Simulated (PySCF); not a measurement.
**Excited-state calculation of CH$_{9}$BOSi$_{2}$**

CH$_{9}$BOSi$_{2}$, SMILES BCO[SiH2][SiH3], computed with TDDFT LDA/def2-SVPD, vertical, gas phase, core orbitals frozen in the response (PySCF 2.14.0).

The geometry comes from this level: PBE0-D3(BJ)/def2-SVP.

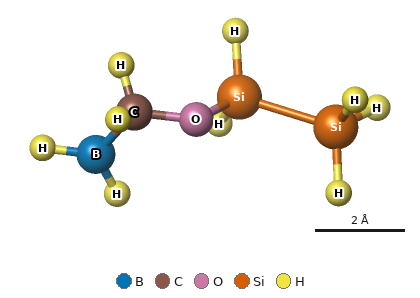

Figure 1. The structure (ball-and-stick view, seen at a tilt). Bond lengths as drawn: B–C 1.56 Å, B–H 1.21 Å, C–H 1.11 Å, C–O 1.41 Å, H–Si 1.49 to 1.50 Å, O–Si 1.67 Å and Si–Si 2.34 Å.

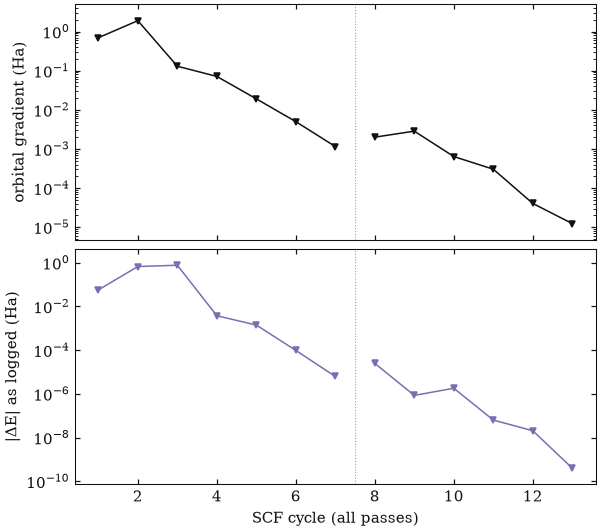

Figure 2. Convergence of the self-consistent field: orbital gradient and size of the energy change against the SCF cycle. The dotted line marks the change from a coarse to the final integration grid. The first 7 cycles use a coarse grid, the final grid takes over at cycle 8, and the field converges after 13 cycles in all.

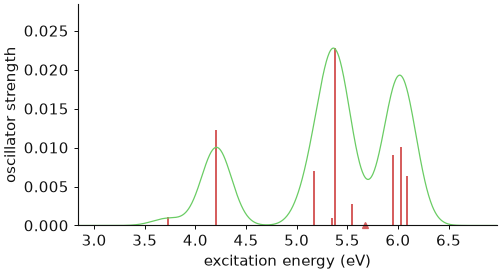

Figure 3. Computed excitations as sticks (degenerate states added up, dark ones marked on the axis), with a Gaussian envelope of 0.35 eV full width at half maximum, scaled to the tallest. Of the 10 states the lowest lies at 3.73 eV (f = 0.001); the strongest line is at 5.38 eV, or 231 nm (f = 0.023).

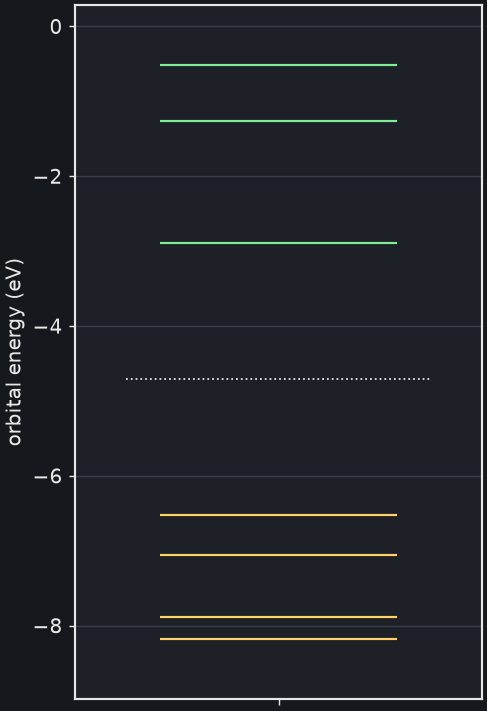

Figure 4. Orbital energies near the frontier; the dotted line parts filled from empty levels, and levels within 0.02 eV of each other stand side by side. Highest filled −6.52 eV, lowest empty −2.89 eV, 3.63 eV apart.

The input and output of the run follow.

### Input
```
{"job": {"kind": "uv", "xc": "LDA", "basis": "def2-SVPD", "ip": true}, "charge": 0, "multiplicity": 1}
B     -2.661613     0.290106     0.173456
C     -1.570765     1.056859    -0.627128
O     -0.244567     1.031669    -0.151825
Si     0.764687    -0.286653    -0.325405
Si     2.754732     0.253405     0.777295
H     -3.797544     0.333954    -0.240836
H     -2.416836    -0.309592     1.193563
H     -1.632584     0.777338    -1.702937
H     -1.916715     2.114152    -0.629549
H      1.001316    -0.570307    -1.780900
H      0.137875    -1.520004     0.257052
H      2.492686     0.499326     2.228021
H      3.721260    -0.881893     0.647665
H      3.365974     1.477417     0.175418
```

The first line tells a small driver script what to run in PySCF; the rest is the geometry in Å.

Launched with:
```bash
OMP_NUM_THREADS=1 python <driver script> task.json out
```

### The program's output
```
coarse grid: 12088 points
cycle   1  E = -718.5012207224  dE =  5.692e-02  |g| = 6.958e-01  |ddm| = 4.633e+00
cycle   2  E = -717.8340843163  dE =  6.671e-01  |g| = 1.900e+00  |ddm| = 3.390e+00
cycle   3  E = -718.5998726789  dE = -7.658e-01  |g| = 1.302e-01  |ddm| = 2.788e+00
cycle   4  E = -718.6036276954  dE = -3.755e-03  |g| = 7.128e-02  |ddm| = 3.190e-01
cycle   5  E = -718.6050309921  dE = -1.403e-03  |g| = 1.909e-02  |ddm| = 1.220e-01
cycle   6  E = -718.6051279974  dE = -9.701e-05  |g| = 4.985e-03  |ddm| = 2.834e-02
cycle   7  E = -718.6051342199  dE = -6.223e-06  |g| = 1.153e-03  |ddm| = 7.859e-03
final grid: 105824 points
cycle   8  E = -718.7114155658  dE = -2.462e-05  |g| = 2.000e-03  |ddm| = 8.243e-02
cycle   9  E = -718.7114147169  dE =  8.489e-07  |g| = 2.850e-03  |ddm| = 6.562e-03
cycle  10  E = -718.7114165204  dE = -1.803e-06  |g| = 6.389e-04  |ddm| = 3.342e-03
cycle  11  E = -718.7114165835  dE = -6.310e-08  |g| = 3.034e-04  |ddm| = 9.936e-04
cycle  12  E = -718.7114166040  dE = -2.048e-08  |g| = 4.049e-05  |ddm| = 3.681e-04
cycle  13  E = -718.7114166044  dE = -3.974e-10  |g| = 1.236e-05  |ddm| = 8.042e-05
converged SCF energy = -718.7114166044

Static polarisability (au): isotropic 97.696, principal 83.220 87.187 122.683

Singlet excitations
state   eV       nm        f      main configurations
  1   3.7256    332.8   0.00112   H->L 1.00
  2   4.2085    294.6   0.01232   H-1->L 0.99
  3   5.1729    239.7   0.00698   H-2->L 0.89
  4   5.3516    231.7   0.00100   H->L+1 0.99
  5   5.3787    230.5   0.02278   H-3->L 0.63, H-4->L 0.27
  6   5.5510    223.4   0.00272   H-4->L 0.52, H-5->L 0.26, H-3->L 0.21
  7   5.6726    218.6   0.00012   H-5->L 0.73, H-4->L 0.19
  8   5.9491    208.4   0.00902   H-6->L 0.98
  9   6.0329    205.5   0.01005   H-1->L+1 0.94
 10   6.0915    203.5   0.00630   H->L+2 0.96

Triplet excitations (Tamm-Dancoff, eV): 3.5121 4.1436 4.8845 4.9908
Vertical ionisation energy (delta-SCF) = 9.5203 eV
Vertical electron affinity (delta-SCF) = 0.1473 eV
```

### Key numbers

```csv
quantity,value
outcome,converged
total energy,−718.711417 hartree
HOMO,−6.52 eV
LUMO,−2.89 eV
dipole moment,0.83 D
mean polarisability,97.70 a.u.
vertical ionisation energy,9.52 eV
vertical electron affinity,0.15 eV
lowest singlet excitation,3.73 eV
hardware,"1 CPU thread, shared host"
wall time,1.9 min
peak memory,0.53 GiB
```
